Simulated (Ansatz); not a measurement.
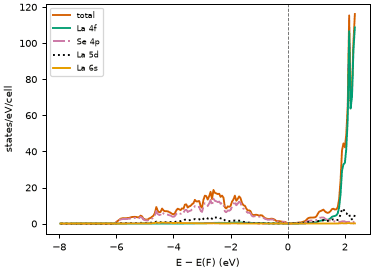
Fig. 1. Total and projected density of states of LaSe2 in space group P2_1/c (No. 14; La on 4e, Se on 4e, Se on 4e), LDA in the plane-wave PAW code Ansatz

Q: Which orbitals carry the states next to the Fermi level?

A: Within 0.5 eV of the Fermi level: Se 4p 65 %, La 5d 22 %, La 4f 7 %. Projections are on Löwdin-orthogonalised atomic valence shells; empty p or d shells of many metals are not among them.

Q: Where is the tallest occupied peak in this window, and what makes it?

A: Near -2.6 eV, about 19 states/eV per cell; the largest projected share is Se 4p.

The workflow started from a Materials Project entry (that database holds measured and hypothetical structures alike); the Crystallography Open Database copy checked does not list it. Its standing as an ambient phase is unchecked. The LDA relaxation kept the symmetry of its start; whether a distortion lowers the energy is not shown. A small band overlap can be real or an error of a semilocal functional. Scalar-relativistic: spin–orbit coupling is off unless named, which matters more the heavier the elements.

Potentials: the later of the program's two PAW sets.
